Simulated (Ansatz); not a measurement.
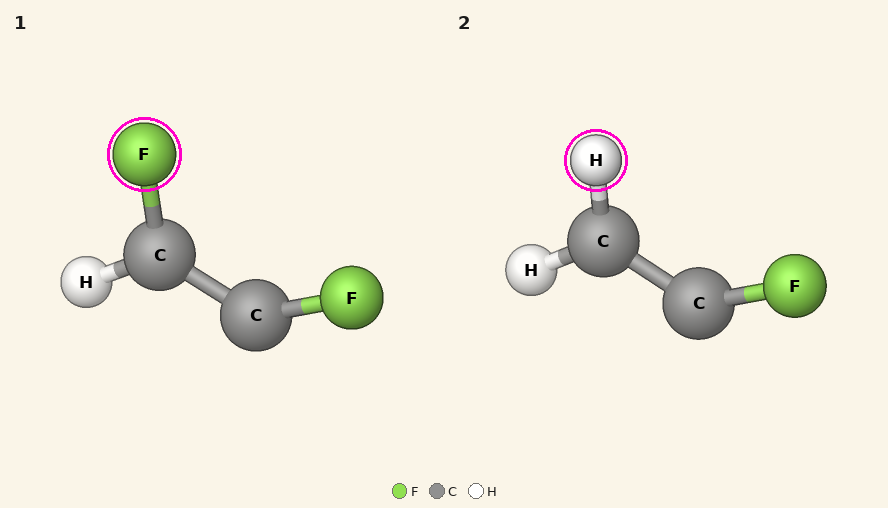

2 molecules with one skeleton, seen from the same side and at one scale; the atom that differs is circled. Charge 0, doublet. Computed geometries: PBE0-D4/def2-TZVP optimisations, one conformation each. Properties computed with Ansatz 0.2.0.

One atom differs, called X below: F in panel 1, H in panel 2. Their formulas are C2HF2 (`F/[C]=C\F`), C2H2F (`C=[C]F`).

Question: In which is the angle X–C–H larger (PBE0-D4/def2-TZVP)?

Answer: In panel 2 (X = H).

Question: In which is the dipole moment larger (B3LYP-D4/def2-TZVPP)?

Answer: In panel 1 (X = F).

Give the values. With PBE0-D4/def2-TZVP: length of X–C (Å), angle X–C–H (°), harmonic zero-point energy (kJ/mol). With B3LYP-D4/def2-TZVPP: dipole moment (D).

| quantity | 1 (F) | 2 (H) | 2 − 1 |
| --- | --- | --- | --- |
| length of X–C (Å) | 1.341 | 1.087 | −0.254 |
| angle X–C–H (°) | 115.0 | 119.4 | +4.4 |
| dipole moment (D) | 1.22 | 0.97 | −0.25 |
| harmonic zero-point energy (kJ/mol) | 64.8 | 81.2 | +16.4 |
